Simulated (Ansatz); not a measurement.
# Cl₂H₃NSi + HF: a complex and its separated parts, part 2 of 2

Ansatz 0.2.0, Gaussian basis.

## (14) wB97X-V/def2-TZVPP

The inputs:

parta/in.yaml

```yaml
crystal:
  periodic: [false, false, false]
  atoms:
    - {symbol: Si, position_ang: [-0.890050, 0.029649, -0.555376]}
    - {symbol: Cl, position_ang: [-0.258902, -1.130618, -2.111227]}
    - {symbol: Cl, position_ang: [-2.879460, -0.394576, -0.258273]}
    - {symbol: H, position_ang: [-0.819159, 1.458307, -0.903683]}
    - {symbol: N, position_ang: [0.117038, -0.297931, 0.763827]}
    - {symbol: H, position_ang: [0.382669, -1.244484, 0.983881]}
    - {symbol: H, position_ang: [0.076372, 0.281587, 1.587262]}
basis:
  gaussian: {orbitals: def2-TZVPP}
hamiltonian: {xc: {name: wB97X-V}}
```

partb/in.yaml

```yaml
crystal:
  periodic: [false, false, false]
  atoms:
    - {symbol: F, position_ang: [2.532956, 0.857972, 0.145485]}
    - {symbol: H, position_ang: [1.738635, 0.440195, 0.348005]}
basis:
  gaussian: {orbitals: def2-TZVPP}
hamiltonian: {xc: {name: wB97X-V}}
```

One command serves all of them, each in its own folder.

Started as:

```
$ ansatz run in.yaml --threads 8 --pin off --events-out ev --progress --plain --max-ram 19148MiB
```

Log of parta, shortened:

```text
Functional definition: wB97X-V
  name "wB97X-V"
  cite "Mardirossian & Head-Gordon, Phys. Chem. Chem. Phys. 16, 9904 (2014) doi:10.1039/C3CP54374A"
  cite "Becke, J. Chem. Phys. 107, 8554 (1997) doi:10.1063/1.475007"
  cite "Vydrov & Van Voorhis, J. Chem. Phys. 133, 244103 (2010) doi:10.1063/1.3521275"
[...]
      + integral(e_c_pw_opposite_spin*poly(b97_u_opposite, cos0, cos1)) + vv10(b, c)
1243 factors; their error is unknown
227 factors; integrals over basis functions are off by at most 2.8e-5 eV
[...]
mean field -34462.01967756 eV, -1266.4558639545 hartree, gradient 3.0e-5 eV, S^2 0.000000; 0 other end points of the search recorded, 0 dependent functions left out
reference -34462.01967583 eV, -1266.4558638910 hartree; 29, 29 occupied and 170, 170 virtual orbitals, 1243 factors
Total energy: -34462.01967583 eV, -1266.4558638910 hartree
```

partb printed, shortened:

```text
[... 5 set-up lines as earlier in the session ...]
[...]
      + integral(e_c_pw_opposite_spin*poly(b97_u_opposite, cos0, cos1)) + vv10(b, c)
215 factors; their error is unknown
48 factors; integrals over basis functions are off by at most 2.2e-5 eV
[...]
mean field -2733.49560703 eV, -100.4541107285 hartree, gradient 1.0e-5 eV, S^2 0.000000; 0 other end points of the search recorded, 0 dependent functions left out
reference -2733.49560644 eV, -100.4541107067 hartree; 5, 5 occupied and 40, 40 virtual orbitals, 215 factors
Total energy: -2733.49560644 eV, -100.4541107067 hartree
```

Wall times: 2.5 s (parta), 0.25 s (partb) on 8 threads of Intel Xeon Platinum 8375C at 2.90GHz, shared host.

## (15) wB97M-V/def2-TZVPP

Each input of step 14 (parta, partb) changes in the same lines:

```diff
-hamiltonian: {xc: {name: wB97X-V}}
+hamiltonian: {xc: {name: wB97M-V}}
```

Each run has its own folder and the same command.

Started as:

```
$ ansatz run in.yaml --threads 8 --pin off --events-out ev --progress --plain --max-ram 19148MiB
```

Log of parta, shortened:

```text
Functional definition: wB97M-V
  name "wB97M-V"
  cite "Mardirossian & Head-Gordon, J. Chem. Phys. 144, 214110 (2016) doi:10.1063/1.4952647"
[... 2 set-up lines as earlier in the session ...]
  # Of w^i u^j: cxij and so on, Table III.
[...]
  gx(w, u) = 1 - cx + cx01*u + cx10*w
[...]
      + integral(e_c_pw_mod_opposite_spin*gos(b97_w_opposite, b97_u_opposite)) + vv10(b, c)
1243 factors; their error is unknown
227 factors; integrals over basis functions are off by at most 2.8e-5 eV
[...]
mean field -34465.13812476 eV, -1266.5704647753 hartree, gradient 2.9e-5 eV, S^2 0.000000; 0 other end points of the search recorded, 0 dependent functions left out
reference -34465.13816677 eV, -1266.5704663192 hartree; 29, 29 occupied and 170, 170 virtual orbitals, 1243 factors
Total energy: -34465.13816677 eV, -1266.5704663192 hartree
```

Output in partb, shortened:

```text
[... 5 set-up lines as earlier in the session ...]
  # Of w^i u^j: cxij and so on, Table III.
[...]
  gx(w, u) = 1 - cx + cx01*u + cx10*w
[...]
      + integral(e_c_pw_mod_opposite_spin*gos(b97_w_opposite, b97_u_opposite)) + vv10(b, c)
215 factors; their error is unknown
48 factors; integrals over basis functions are off by at most 2.2e-5 eV
[...]
mean field -2733.67553275 eV, -100.4607228768 hartree, gradient 1.2e-5 eV, S^2 0.000000; 0 other end points of the search recorded, 0 dependent functions left out
reference -2733.67554742 eV, -100.4607234158 hartree; 5, 5 occupied and 40, 40 virtual orbitals, 215 factors
Total energy: -2733.67554742 eV, -100.4607234158 hartree
```

They took 3 s (parta), 0.25 s (partb) on 8 threads of Intel Xeon Platinum 8375C at 2.90GHz, shared host.

## (16) B2PLYP/def2-TZVPP

Each input of step 15 (parta, partb) changes in the same lines:

```diff
-hamiltonian: {xc: {name: wB97M-V}}
+hamiltonian: {xc: {name: B2PLYP}}
```

Each run has its own folder and the same command.

Started as:

```
$ ansatz run in.yaml --threads 8 --pin off --events-out ev --progress --plain --max-ram 19148MiB
```

Output in parta, shortened:

```text
Functional definition: B2PLYP
  name "B2PLYP"
  cite "Grimme, J. Chem. Phys. 124, 034108 (2006) doi:10.1063/1.2148954"
[... 2 set-up lines as earlier in the session ...]
[...]
1166 factors; integrals over basis functions are off by at most 1.0e-3 eV
[...]
mean field -34449.62509879 eV, -1266.0003715859 hartree, gradient 4.4e-6 eV, S^2 0.000000; 0 other end points of the search recorded, 0 dependent functions left out
16 core orbitals not correlated: weight in the atoms' cores, before any rotation towards them, 1.000 or more for the frozen orbitals, at most 0.000 for the correlated occupied ones
reference -34449.62526682 eV, -1266.0003777608 hartree; 13, 13 occupied and 170, 170 virtual orbitals, 1166 factors
second order -23.44564311 eV of doubles, -0.00000000 eV of singles
Total energy: -34455.95559046 eV, -1266.2330128637 hartree
```

partb printed, shortened:

```text
[... 5 set-up lines as earlier in the session ...]
[...]
287 factors; integrals over basis functions are off by at most 1.0e-3 eV
[...]
mean field -2730.72523239 eV, -100.3523013383 hartree, gradient 1.4e-6 eV, S^2 0.000000; 0 other end points of the search recorded, 0 dependent functions left out
1 core orbitals not correlated: weight in the atoms' cores, before any rotation towards them, 1.000 or more for the frozen orbitals, at most 0.000 for the correlated occupied ones
reference -2730.72528910 eV, -100.3523034222 hartree; 4, 4 occupied and 40, 40 virtual orbitals, 287 factors
second order -8.59405510 eV of doubles, -0.00000000 eV of singles
Total energy: -2733.04568397 eV, -100.4375763611 hartree
```

Times: 1.9 s (parta), 0.2 s (partb) on 8 threads of Intel Xeon Platinum 8375C at 2.90GHz, shared host.

## (17) PBE-QIDH/def2-TZVPP

The same edit goes into each in.yaml of step 16 (parta, partb):

```diff
-hamiltonian: {xc: {name: B2PLYP}}
+hamiltonian: {xc: {name: PBE-QIDH}}
```

The same command starts each run, in its folder.

Started as:

```
$ ansatz run in.yaml --threads 8 --pin off --events-out ev --progress --plain --max-ram 19148MiB
```

Output in parta, shortened:

```text
Functional definition: PBE-QIDH
  name "PBE-QIDH"
  cite "Brémond, Sancho-García, Pérez-Jiménez & Adamo, J. Chem. Phys. 141, 031101 (2014) doi:10.1063/1.4890314"
[... 1 set-up line as earlier in the session ...]
[...]
1166 factors; integrals over basis functions are off by at most 1.0e-3 eV
[...]
mean field -34439.96861842 eV, -1265.6455024779 hartree, gradient 7.4e-6 eV, S^2 0.000000; 0 other end points of the search recorded, 0 dependent functions left out
16 core orbitals not correlated: weight in the atoms' cores, before any rotation towards them, 1.000 or more for the frozen orbitals, at most 0.000 for the correlated occupied ones
reference -34439.96863019 eV, -1265.6455029102 hartree; 13, 13 occupied and 170, 170 virtual orbitals, 1166 factors
second order -21.78332215 eV of doubles, -0.00000000 eV of singles
Total energy: -34447.22973757 eV, -1265.9123436847 hartree
```

partb printed, shortened:

```text
[... 4 set-up lines as earlier in the session ...]
[...]
287 factors; integrals over basis functions are off by at most 1.0e-3 eV
[...]
mean field -2728.92248851 eV, -100.2860517228 hartree, gradient 3.8e-6 eV, S^2 0.000000; 0 other end points of the search recorded, 0 dependent functions left out
1 core orbitals not correlated: weight in the atoms' cores, before any rotation towards them, 1.000 or more for the frozen orbitals, at most 0.000 for the correlated occupied ones
reference -2728.92249187 eV, -100.2860518460 hartree; 4, 4 occupied and 40, 40 virtual orbitals, 287 factors
second order -8.07155313 eV of doubles, -0.00000000 eV of singles
Total energy: -2731.61300958 eV, -100.3849265481 hartree
```

Wall times: 2 s (parta), 0.2 s (partb) on 8 threads of Intel Xeon Platinum 8375C at 2.90GHz, shared host.

## (18) RPA on PBE/def2-TZVPP

The same edit goes into each in.yaml of step 17 (parta, partb):

```diff
-hamiltonian: {xc: {name: PBE-QIDH}}
+hamiltonian: {xc: pbe}
+correlation: {method: rpa}
```

The same command starts each run, in its folder.

Started as:

```
$ ansatz run in.yaml --threads 8 --pin off --events-out ev --progress --plain --max-ram 19148MiB
```

parta printed, shortened:

```text
[... 4 set-up lines as earlier in the session ...]
[...]
1166 factors; integrals over basis functions are off by at most 1.0e-3 eV
[...]
mean field -34451.19815198 eV, -1266.0581802246 hartree, gradient 7.8e-6 eV, S^2 0.000000; 0 other end points of the search recorded, 0 dependent functions left out
16 core orbitals not correlated: weight in the atoms' cores, before any rotation towards them, 1.000 or more for the frozen orbitals, at most 0.000 for the correlated occupied ones
reference -34403.08776225 eV, -1264.2901560124 hartree; 13, 13 occupied and 170, 170 virtual orbitals, 1166 factors
Total energy: -34434.89710413 eV, -1265.4591277653 hartree
```

Output in partb, shortened:

```text
[... 4 set-up lines as earlier in the session ...]
[...]
287 factors; integrals over basis functions are off by at most 1.0e-3 eV
[...]
mean field -2731.84358128 eV, -100.3933999020 hartree, gradient 9.3e-7 eV, S^2 0.000000; 0 other end points of the search recorded, 0 dependent functions left out
1 core orbitals not correlated: weight in the atoms' cores, before any rotation towards them, 1.000 or more for the frozen orbitals, at most 0.000 for the correlated occupied ones
reference -2722.68122609 eV, -100.0566895593 hartree; 4, 4 occupied and 40, 40 virtual orbitals, 287 factors
Total energy: -2733.63265938 eV, -100.4591473094 hartree
```

They took 1.8 s (parta), 0.2 s (partb) on 8 threads of Intel Xeon Platinum 8375C at 2.90GHz, shared host.

## (19) CCSD(T)/def2-TZVPP

The same edit goes into each in.yaml of step 18 (parta, partb):

```diff
-hamiltonian: {xc: pbe}
-correlation: {method: rpa}
+correlation: {method: ccsd_t}
```

Each run has its own folder and the same command.

Started as:

```
$ ansatz run in.yaml --threads 8 --pin off --events-out ev --progress --plain --max-ram 19148MiB
```

Output in parta, shortened:

```text
Functional definition: HF
  name "HF"
  cite "Fock, Z. Phys. 61, 126 (1930) doi:10.1007/BF01340294"
[... 1 set-up line as earlier in the session ...]
[...]
1166 factors; integrals over basis functions are off by at most 1.0e-3 eV
[...]
mean field -34404.41975741 eV, -1264.3391059317 hartree, gradient 2.9e-6 eV, S^2 0.000000; 0 other end points of the search recorded, 0 dependent functions left out
16 core orbitals not correlated: weight in the atoms' cores, before any rotation towards them, 1.000 or more for the frozen orbitals, at most 0.000 for the correlated occupied ones
reference -34404.41975741 eV, -1264.3391059317 hartree; 13, 13 occupied and 170, 170 virtual orbitals, 1166 factors
second order -19.33276523 eV of doubles, -0.00000000 eV of singles
cycle   1  -20.11477663 eV  change   -7.8e-1 eV  update   8.1e-2
[...]
cycle   8  -20.59316203 eV  change   -1.7e-5 eV  update   2.8e-5
perturbative correction -0.83971463 eV, -0.0308589433 hartree
Total energy: -34425.85263407 eV, -1265.1267496210 hartree
```

Output in partb, shortened:

```text
[... 4 set-up lines as earlier in the session ...]
[...]
287 factors; integrals over basis functions are off by at most 1.0e-3 eV
[...]
mean field -2722.91269141 eV, -100.0651957528 hartree, gradient 4.5e-6 eV, S^2 0.000000; 0 other end points of the search recorded, 0 dependent functions left out
1 core orbitals not correlated: weight in the atoms' cores, before any rotation towards them, 1.000 or more for the frozen orbitals, at most 0.000 for the correlated occupied ones
reference -2722.91269141 eV, -100.0651957528 hartree; 4, 4 occupied and 40, 40 virtual orbitals, 287 factors
second order -7.36487217 eV of doubles, -0.00000000 eV of singles
cycle   1  -7.29622740 eV  change    6.9e-2 eV  update   3.9e-2
[...]
cycle   8  -7.43091103 eV  change    1.9e-7 eV  update   3.3e-6
perturbative correction -0.17033957 eV, -0.0062598638 hartree
Total energy: -2730.51394201 eV, -100.3445365601 hartree
```

Wall times: 16 s (parta), 0.2 s (partb) on 8 threads of Intel Xeon Platinum 8375C at 2.90GHz, shared host; peak memory 2.2 GiB.

## (20) Vibrations of Cl₂H₃NSi

File vib-parta/in.yaml:

```yaml
crystal:
  periodic: [false, false, false]
  atoms:
    - {symbol: Si, position_ang: [-0.890050, 0.029649, -0.555376]}
    - {symbol: Cl, position_ang: [-0.258902, -1.130618, -2.111227]}
    - {symbol: Cl, position_ang: [-2.879460, -0.394576, -0.258273]}
    - {symbol: H, position_ang: [-0.819159, 1.458307, -0.903683]}
    - {symbol: N, position_ang: [0.117038, -0.297931, 0.763827]}
    - {symbol: H, position_ang: [0.382669, -1.244484, 0.983881]}
    - {symbol: H, position_ang: [0.076372, 0.281587, 1.587262]}
basis:
  gaussian: {orbitals: def2-TZVP}
hamiltonian: {xc: pbe0, dispersion: d4}
phonons: {temperatures: {t_min: 298.15, t_max: 900, t_step: 200}}
```

Started as:

```
$ ansatz run in.yaml --threads 8 --pin off --events-out ev --progress --plain --max-ram 19148MiB
```

The log of the run, shortened:

```text
[... 5 set-up lines as earlier in the session ...]
[...]
1091 factors; their error is unknown
[...]
mean field -34454.09984709 eV, -1266.1648155530 hartree, gradient 4.5e-5 eV, S^2 0.000000; 0 other end points of the search recorded, 0 dependent functions left out
[...]
Atom 4 at     0.117038    -0.297931     0.763827 Å, force     0.001458     0.000887     0.001334 eV/Å
Atom 5 at     0.382669    -1.244484     0.983881 Å, force    -0.000290    -0.001300    -0.000561 eV/Å
Atom 6 at     0.076372     0.281587     1.587262 Å, force    -0.000516     0.000697    -0.000765 eV/Å
Dipole moment:     0.229529     0.074143     0.425346 e Å
Vibrations: 125.59 199.13 246.67 294.72 391.89 510.08 574.90 723.99 832.25 897.74 915.40 1574.63 2292.71 3601.58 3698.29 cm⁻¹, zero-point energy 1.046399 eV
```

Run time: 41 s. Hardware: 8 threads of Intel Xeon Platinum 8375C at 2.90GHz, shared host.

The modes, with what each moves most:

```tsv
mode	wavenumber (cm⁻¹)	character
1	126	torsion with bend
2	199	bend with torsion
3	247	bend with torsion
4	295	bend with torsion
5	392	torsion
6	510	Si–Cl stretch
7	575	Si–Cl stretch
8	724	bend
9	832	bend with wag or twist
10	898	bend
11	915	Si–N stretch with bend
12	1575	bend
13	2293	Si–H stretch
14	3602	N–H stretch
15	3698	N–H stretch
```

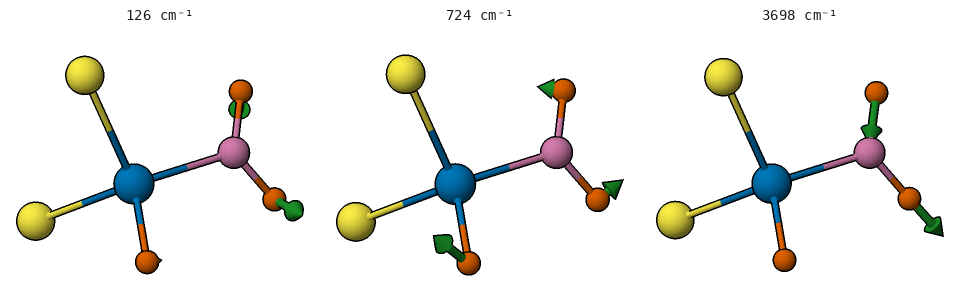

Displacements of 3 modes, as arrows.

Vibrational sums (real modes only):

```tsv
T (K)	entropy (J/mol/K)	heat capacity (J/mol/K)
298	46.9	56.3
498	81.1	76.4
698	108.8	87.4
898	131.8	94.9
```

## (21) Vibrations of HF

File vib-partb/in.yaml:

```yaml
crystal:
  periodic: [false, false, false]
  atoms:
    - {symbol: F, position_ang: [2.532956, 0.857972, 0.145485]}
    - {symbol: H, position_ang: [1.738635, 0.440195, 0.348005]}
basis:
  gaussian: {orbitals: def2-TZVP}
hamiltonian: {xc: pbe0, dispersion: d4}
phonons: {temperatures: {t_min: 298.15, t_max: 900, t_step: 200}}
```

Started as:

```
$ ansatz run in.yaml --threads 8 --pin off --events-out ev --progress --plain --max-ram 19148MiB
```

The log of the run, shortened:

```text
[... 5 set-up lines as earlier in the session ...]
[...]
200 factors; their error is unknown
[...]
mean field -2731.80169997 eV, -100.3918607921 hartree, gradient 6.9e-6 eV, S^2 0.000000; 0 other end points of the search recorded, 0 dependent functions left out
[...]
reference -2731.80151907 eV, -100.3918541444 hartree; 5, 5 occupied and 32, 32 virtual orbitals, 200 factors
Total energy: -2731.80322170 eV, -100.3919167147 hartree
Atom 0 at     2.532956     0.857972     0.145485 Å, force     0.000003     0.000002    -0.000001 eV/Å
Atom 1 at     1.738635     0.440195     0.348005 Å, force    -0.000003    -0.000002     0.000001 eV/Å
Dipole moment:    -0.346049    -0.182006     0.088229 e Å
Vibrations: 4152.87 cm⁻¹, zero-point energy 0.257445 eV
```

Wall time 0.8 s (8 threads of Intel Xeon Platinum 8375C at 2.90GHz, shared host).

The modes, with what each moves most:

```tsv
mode	wavenumber (cm⁻¹)	character
1	4153	F–H stretch
```

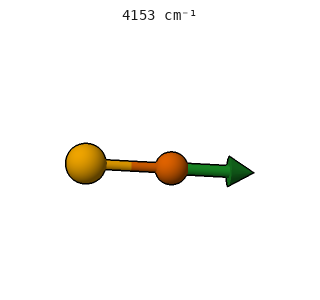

Displacements of 1 modes, as arrows.

Vibrational sums (real modes only):

```tsv
T (K)	entropy (J/mol/K)	heat capacity (J/mol/K)
298	0.0	0.0
498	0.0	0.0
698	0.0	0.1
898	0.1	0.5
```

## (22) Complex less separated parts

The complex's own energies come from single points at the same levels.

Rows are in def2-TZVPP; times add the 3 runs of a level on a shared host, so small differences are noise.

Differences are taken before rounding.

```tsv
method	rung	complex less parts (eV)	from CCSD(T) (eV)	time
SPW92	LDA	-0.577	-0.241	1.6 s
PBE-D4	GGA	-0.432	-0.095	2 s
BLYP-D4	GGA	-0.403	-0.067	2.1 s
r2SCAN-D4	meta-GGA	-0.391	-0.055	3.6 s
B97M-V	meta-GGA	-0.341	-0.005	5.8 s
PBE0-D4	hybrid	-0.391	-0.055	3.1 s
B3LYP-D4	hybrid	-0.382	-0.046	3.1 s
r2SCAN0-D4	hybrid	-0.370	-0.034	4.8 s
BHLYP-D4	hybrid	-0.353	-0.017	3.4 s
CAM-B3LYP-D4	range-separated hybrid	-0.393	-0.056	4.2 s
wB97X-V	range-separated hybrid	-0.359	-0.023	6.4 s
wB97M-V	range-separated hybrid	-0.354	-0.017	6.9 s
B2PLYP	double hybrid	-0.335	+0.001	4.6 s
PBE-QIDH	double hybrid	-0.346	-0.010	5.1 s
RPA on PBE	RPA	-0.309	+0.027	4.8 s
Hartree-Fock	wavefunction	-0.161	+0.175	
MP2	wavefunction	-0.345	-0.009	
CCSD	wavefunction	-0.307	+0.030	
CCSD(T)	wavefunction	-0.336	0	60 s
```

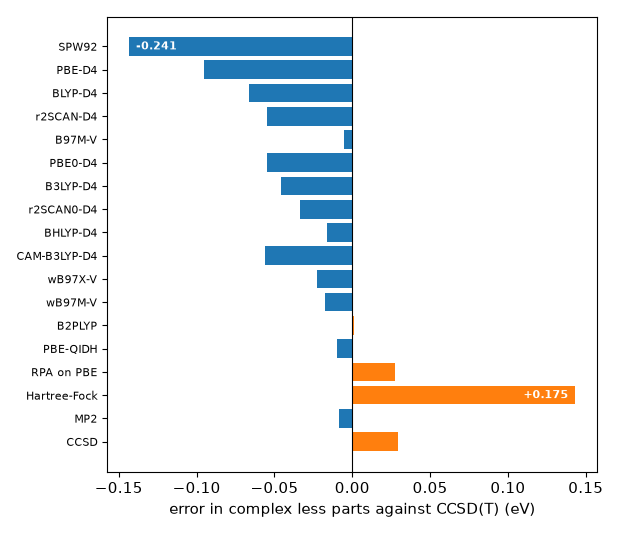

Error of each method against CCSD(T). Bars with a number in them are cut short.

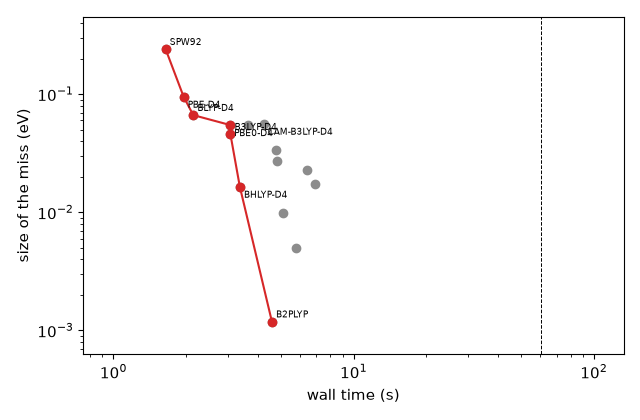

Miss against cost. Red marks the levels that no quicker level drawn beats (of those quicker than the yardstick), and the dashed line is the time of CCSD(T). Only those levels and the largest misses are named. Times are from a shared host.

For cost: B2PLYP gets within 0.001 eV in 4.6 s, where CCSD(T) took 60 s; the quickest level in the cost chart, SPW92, takes 1.6 s and misses by 0.241 eV.

The complex's zero-point energy, from a separate PBE0-D4 run, is 1.409 eV.

## (23) What came out

The summary covers parts 1 to 2.

| quantity | value |
| --- | --- |
| complex less parts, CCSD(T)/def2-TZVPP | -0.336 eV |
| with zero-point energy | -0.231 eV |
| largest T1 diagnostic | 0.009 |

**Reading.** At CCSD(T) the complex lies 0.336 eV below its parts. Among the functionals B2PLYP lands nearest to CCSD(T) (+0.001 eV) and SPW92 farthest (-0.241 eV). Mean unsigned error by rung: LDA 0.241, GGA 0.081, meta-GGA 0.030, hybrid 0.038, range-separated hybrid 0.032, double hybrid 0.006 eV. The double hybrids carry no dispersion term here, unlike the levels marked D4 or V. PBE-D4 gives a relative energy 0.095 eV too low, outside chemical accuracy (1 kcal/mol, 0.043 eV). No counterpoise was applied, and triple zeta lacks some correlation, so the CCSD(T) reference has a basis error of its own, and close matches with it are partly luck.
